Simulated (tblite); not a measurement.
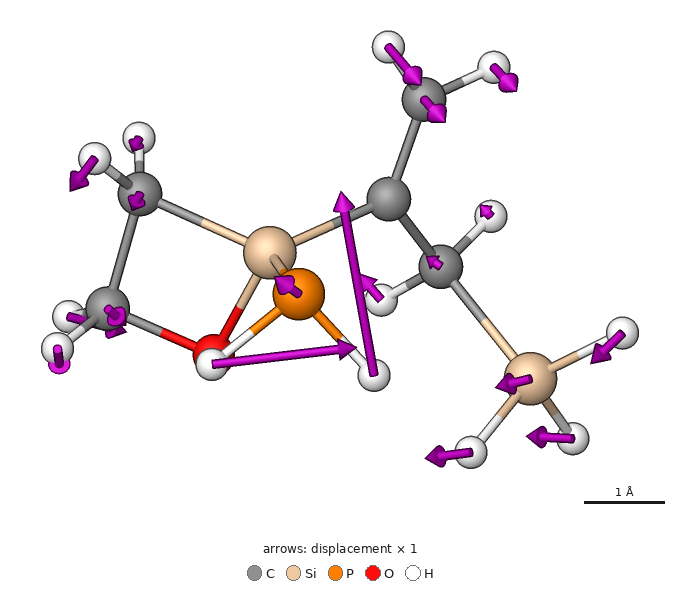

This is a relaxation of C5H13OPSi2. The starting structure is drawn; purple arrows show the displacements, at their true length. The two geometries are superimposed by the best rigid fit.

Style: ball-and-stick. Shown at a tilt.

Method: GFN2-xTB geometry optimisation, gas phase in tblite 0.8.0. 

Atoms of which element are displaced furthest, and by how much?

Answer. Hydrogen: up to 2.47 Å, against 0.60 Å for carbon.

Describe the change and its energy.

Answer. An H atom moves most after the best rigid fit: 2.47 Å. By element the largest moves are H 2.47 Å, C 0.60 Å, Si 0.53 Å, P 0.49 Å, O 0.31 Å. Near-neighbour distances that change, for instance: C–Si 1.834 → 1.916 Å, P–Si 2.181 → 2.249 Å, C–Si 1.841 → 1.898 Å, C–O 1.455 → 1.424 Å. Bond angles that change, for instance: C–C–Si 116.5° → 110.7°, Si–P–H 97.5° → 92.9°, Si–C–H 106.0° → 109.8°. Groups turn about P–Si by about 95°, C–Si by about 30°. After 185 geometry steps the energy has fallen by 43.8 kJ/mol. Cost: 4 s on 1 thread of Intel(R) Xeon(R) Platinum 8259CL CPU @ 2.50GHz (shared host).
